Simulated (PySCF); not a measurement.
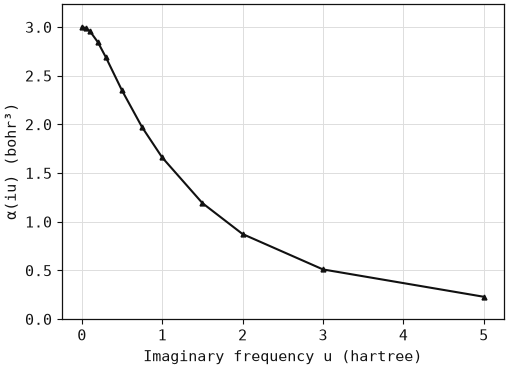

Dipole polarisability at imaginary frequency of neutral fluorine ([He] 2s² 2p⁵). Coupled response at the M06-L level; PySCF, dyall-av2z, non-relativistic, unrestricted single determinants, no spin-orbit coupling.

**Describe the response.**

The static dipole polarisability is 3.00 bohr³ (the recommended value is 3.74); α(iu) falls to half of it near u = 1.1 hartree. The Casimir–Polder integral gives C₆ = 7.73 hartree bohr⁶ for two such species.
